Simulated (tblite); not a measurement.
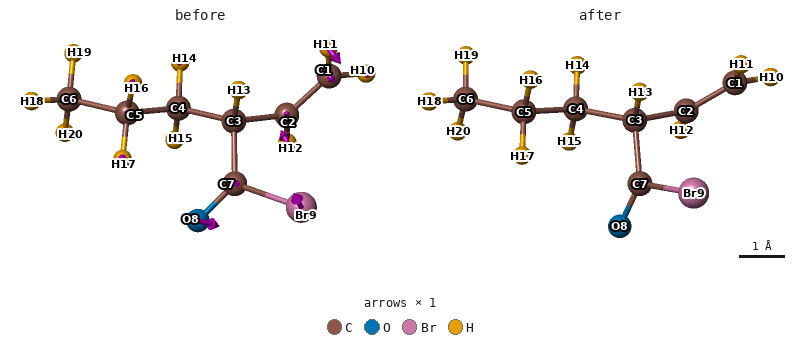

The structure of C₇H₁₁BrO before (left) and after (right) a relaxation, at one scale. The purple arrows give the displacements, at their true length.

Style: ball-and-stick. Shown at a tilt.

Computed with GFN2-xTB geometry optimisation, gas phase (tblite). 

Q: Summarise the run.

A: Over 115 geometry steps the energy falls by 9.69 kcal/mol. The largest move after the best rigid fit is that of O8, 0.63 Å. By element the largest moves are O 0.63 Å, Br 0.54 Å, H 0.48 Å, C 0.20 Å. Among the contacts that change: C7–Br9 1.918 → 1.981 Å, C3–C4 1.482 → 1.533 Å, C4–H14 1.138 → 1.092 Å, C5–H16 1.125 → 1.093 Å. Bond angles that change, for instance: C5–C6–H20 105.2° → 110.5°, H19–C6–H20 113.6° → 108.4°, C3–C7–Br9 116.4° → 111.4°. Groups turn about C3–C7 by about 25°.
